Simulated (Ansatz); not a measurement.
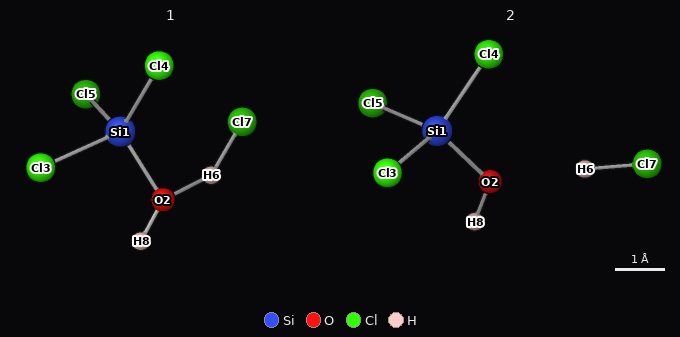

Two geometries of SiH₂OCl₄ (started from a transition state, displaced along its imaginary mode), drawn at one scale. One is the start of a relaxation, the other its converged end. A ball-and-stick model, seen at a tilt.

All numbers below come from RKS PBE0-D4/def2-TZVP (Ansatz 0.2.0). (force threshold 0.005 eV/Å; at most 200 steps)

**Which of the two is the end point?**

Structure 2 is the relaxed one. The energy falls by 85.7 kJ/mol in 38 accepted moves (41 points after the start). The largest force component goes from 1.7 to 0.0025 eV/Å. The line search rejected the trial steps at points 9, 11, 17 of the run. Cl7 moves most after the best rigid fit: 1.70 Å. Largest moves by element: Cl 1.70 Å, H 0.95 Å, O 0.59 Å, Si 0.48 Å. Near-neighbour distances that change, for instance: Si1–Cl7 2.846 → 4.444 Å, O2–Cl7 2.548 → 3.257 Å, O2–H6 1.293 → 1.969 Å, H6–Cl7 1.353 → 1.289 Å. Among the angles between lasting bonds that change: O2–Si1–Cl3 100.0° → 110.6°, O2–Si1–Cl4 115.6° → 105.8°, Cl3–Si1–Cl4 105.6° → 110.7°. Groups turn about Si1–O2 by about 45°. The run took 6.1 min on 8 threads of Intel Xeon @ 2.50GHz, on a shared host.
